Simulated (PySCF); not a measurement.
C3H6OS, SMILES `O=S1CCC1`.

Method: PBE/cc-pVDZ; geometry: GFN2-xTB; program: PySCF. No frequency check shows the geometry to be a minimum. GFN2-xTB bond lengths at metals and heavier atoms can be off by up to 0.1 Å and shapes distorted, which carries into these values.

Coordinates in Å:

```
O1      -1.7869   -0.0004   -0.5048
S2      -0.6925    0.0007    0.4597
C3       0.6700    1.1345   -0.1338
C4       1.6867   -0.0004   -0.0727
C5       0.6690   -1.1350   -0.1331
H6       0.4375    1.4538   -1.1457
H7       0.8549    1.9942    0.5032
H8       2.4241   -0.0011   -0.8759
H9       2.2155   -0.0004    0.8800
H10      0.4363   -1.4547   -1.1448
H11      0.8531   -1.9944    0.5045
```

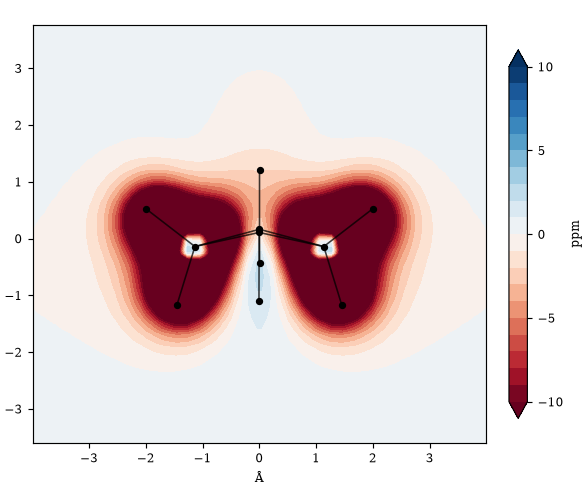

Isotropic NICS in a plane perpendicular to the 4-membered ring S2/C3/C4/C5; GIAO shieldings; atoms are projected onto the map; negative values mean shielding.

Question: What does the map say about the ring?

Answer: It is neither clearly shielded nor deshielded above its centre; its σ bonds alone give such values, so they don't measure π aromaticity: NICS(0) = −0.2, NICS(1) = −2.6 and +1.9, NICS(1)zz = +0.6 and +8.0 (two faces) ppm.

Question: What absolute proton shieldings does the same calculation give?

Answer: From 28.3 ppm (H7 and H11) to 29.5 ppm (H9).
